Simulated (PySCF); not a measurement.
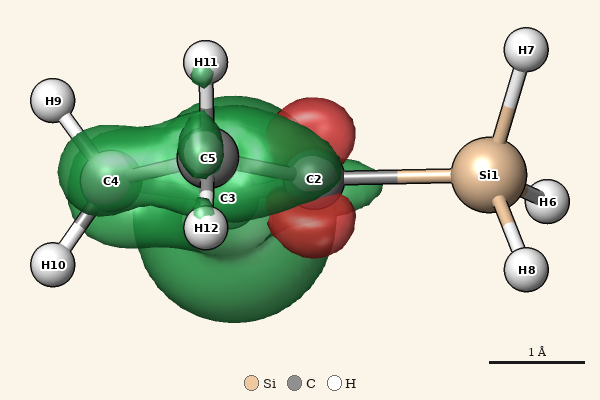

C₄H₇Si (doublet). Isosurfaces of the spin density at +0.02 (green) and −0.02 e/Å³ (red), seen from one side.

Geometry: GFN2-xTB.

All numbers below come from UKS B3LYP, pcH-1 on C H Si, non-relativistic, mean-field spin-orbit, GIAO (PySCF 2.14.0, density-fitted response routines).

```xyz
12

Si    2.1038    0.2508    0.1620
C     0.3254   -0.2507   -0.0700
C    -0.3813   -1.3165   -0.4369
C    -1.7597   -0.7394   -0.3075
C    -0.9835    0.5249    0.1256
H     2.9718   -0.8778   -0.1652
H     2.3859    1.3921   -0.7166
H     2.2970    0.6668    1.5562
H    -2.3170   -0.6534   -1.2378
H    -2.3843   -1.1925    0.4593
H    -1.0957    1.3698   -0.5520
H    -1.1612    0.8252    1.1570
```

Describe the spin distribution.

Answer. The unpaired spin (1 electron) lies mostly on C3 (about 0.8) and C4 (about 0.1), in electrons by Hirshfeld's partition.
